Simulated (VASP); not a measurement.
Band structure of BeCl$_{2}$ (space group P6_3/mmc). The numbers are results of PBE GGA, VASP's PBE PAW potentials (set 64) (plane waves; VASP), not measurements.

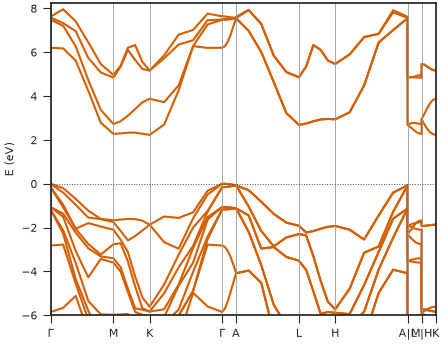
Figure. Bands along high-symmetry lines, zero at the valence-band maximum or, without a gap, the Fermi level

Read the plot: is there a gap, and where are the band edges?

The gap is indirect, 2.23 eV, from the valence maximum at Γ to the conduction minimum at K.

The structure was generated: BeCl2 was put into an ordered model structure, which need not be its known phase. The cell was not relaxed at this level.
